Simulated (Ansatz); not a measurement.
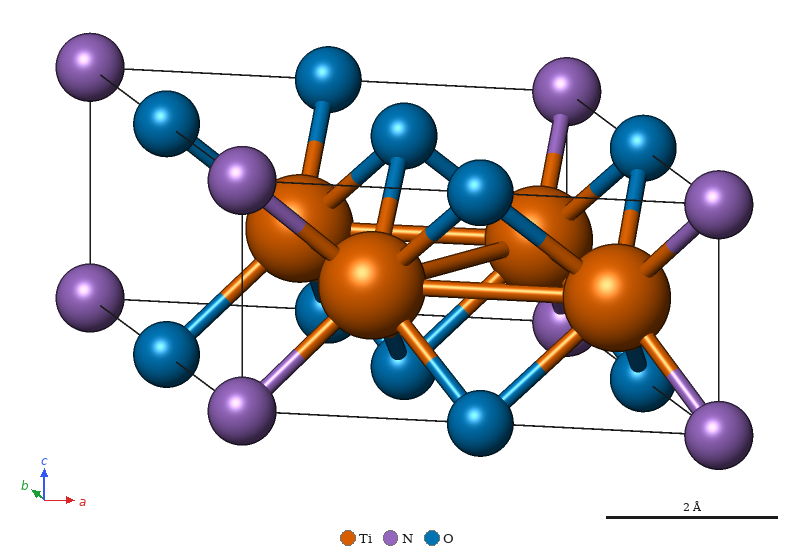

A ball-and-stick rendering, viewed slightly off an axis. The conventional unit cell is drawn as a box.

Ti4NO3, space group P-6m2 (No. 187), a = 5.700 Å, b = 5.700 Å, c = 2.785 Å, α = 90.00°, β = 90.00°, γ = 120.00°. Its origin is a structure type filled with these elements by a generator (whether the compound takes this form wasn't checked). Earlier steps of the study may have refined or changed the cell and positions. Ansatz was used for an electronic-structure calculation on it.

This one geometry was computed with Ansatz (DFT, plane waves, PAW) at three levels of theory: PBE, PBE+U (U_eff = 4.00 eV on Ti d) and PBEsol.

**Which level gives the highest pressure at this volume, and what does that say about its equilibrium volume?**

Highest: PBE+U (U_eff = 4.00 eV on Ti d) (6.6 GPa), which points to the largest equilibrium volume. Lowest, with the smallest volume: PBEsol (-8.8 GPa). Levels within 0.5 GPa of each other can't be told apart.

**How does the band gap change with the level of theory?**

All levels give a metal.

**Collect the results in a table.**

| level | cutoff (eV) | k-mesh of the run's cell | gap (eV) | pressure (GPa) |
| --- | --- | --- | --- | --- |
| PBE | 420 | 12×12×14 | metal | 0.0 |
| PBE+U (U_eff = 4.00 eV on Ti d) | 420 | 12×12×14 | metal | 6.6 |
| PBEsol | 420 | 12×12×14 | metal | -8.8 |

Gaps are taken on the k-mesh or band path of each run.
